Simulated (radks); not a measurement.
# Shell filling in a Woods-Saxon well (radius 4.78 bohr*, depth 9.4 hartree*, edge 0.17 bohr*), N = 1 to 7

Aim: add electrons one at a time to a Woods-Saxon well (radius 4.78 bohr*, depth 9.4 hartree*, edge 0.17 bohr*), try the lowest free levels for each, keep the configuration of least energy, and see where shells close.

Program: radks, version 2. Model: non-relativistic spin-polarised Kohn-Sham, LDA (Slater exchange, Perdew-Wang correlation), spherically averaged shells. All values are calculated.

## 1. What is given

* well: a Woods-Saxon well (radius 4.78 bohr*, depth 9.4 hartree*, edge 0.17 bohr*)
* functional: LDA (Slater exchange, Perdew-Wang correlation)
* levels: named by radial order: 1s, 1p, 1d, 2s, 1f and so on
* units: effective atomic units, hartree* and bohr*
* configuration carried in: none

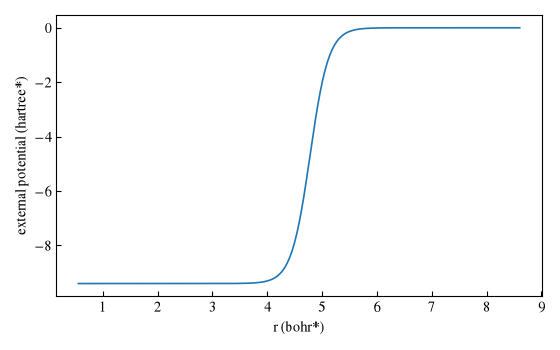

The external potential that the electrons feel.

After this run come: 1 electrons; Electron number 2; N = 3; N = 4; 5 electrons; Electron number 6; N = 7.

**Question.** What will these runs give? Wanted: closed shells at N; largest addition energy; most unpaired electrons; polarisability at N = 2; configuration at N = 7.

The runs gave:

| quantity | value |
| --- | --- |
| closed shells at N | 2 |
| largest addition energy | 0.451 hartree* at N = 2 (of N = 1 to 6) |
| most unpaired electrons | 3 at N = 5 |
| polarisability at N = 2 | 27.47 bohr*³ |
| configuration at N = 7 | 1s2 1p(up 3, down 2) |

All occupied shells are full at N = 2, and the second difference peaks there. The largest moment in range is 3, first at N = 5: exchange favours parallel spins in open shells. Spherical averaging forbids deformation, and the greedy search can miss a lower configuration.
